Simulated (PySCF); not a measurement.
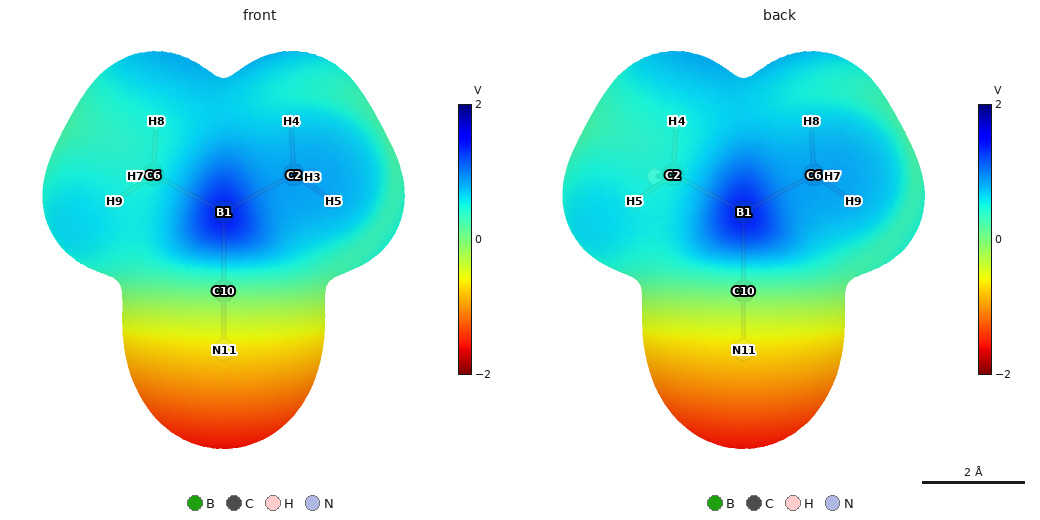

*C$_{3}$H$_{6}$BN (SMILES CB(C)C#N). The electrostatic potential painted on the density surface at 0.001 e/bohr³, seen from the front and from behind; the colour scale runs from red (negative) to blue (positive).*

Geometry: PBE0-D3(BJ)/def2-SVP.

The calculation used B3LYP/def2-SVPD, SCF density, gas phase in PySCF 2.14.0.

```xyz
11

B    -0.1095   -0.2082    0.0061
C     1.4487   -0.2855   -0.0210
H     1.7540   -0.4819    1.0265
H     1.9343    0.6517   -0.3274
H     1.8412   -1.1305   -0.6060
C    -0.9283    1.1201    0.0110
H    -1.2607    1.2703   -1.0359
H    -0.3370    2.0034    0.2906
H    -1.8506    1.0709    0.6088
C    -0.9012   -1.5485    0.0312
N    -1.4927   -2.5473    0.0470
```

Which sites attract a positive test charge, and which a negative one?

A positive charge is drawn to the negative regions and a negative charge to the positive ones. The most negative region (about −1.6 V) lies over N11, the most positive (about +1.3 V) over B1. N11 is the likeliest acceptor of a hydrogen bond.

What dipole moment does the calculation give?

Its dipole moment is 3.72 D.
